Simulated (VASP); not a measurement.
Band structure of TlBr (space group Fm-3m). Method: LDA (Ceperley-Alder, Perdew-Zunger), VASP's LDA PAW potentials (set 64) (plane waves; VASP).

Unless said otherwise, spin-orbit coupling is left out, though it shifts the bands of the heavy elements here.

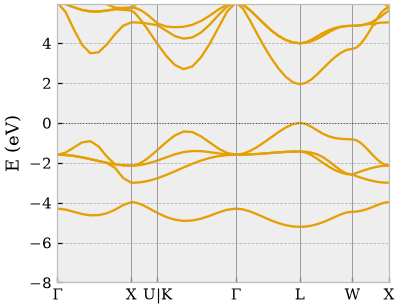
*Bands along high-symmetry lines, zero at the valence-band maximum or, without a gap, the Fermi level*

Problem. Read the plot: is there a gap, and where are the band edges?

Solution. The gap is direct, 1.93 eV, from the valence maximum at L to the conduction minimum at L.

The structure comes from a computed database's TlBr entry (Fm-3m); how it stands against other phases isn't given here. The cell was not relaxed at this level.
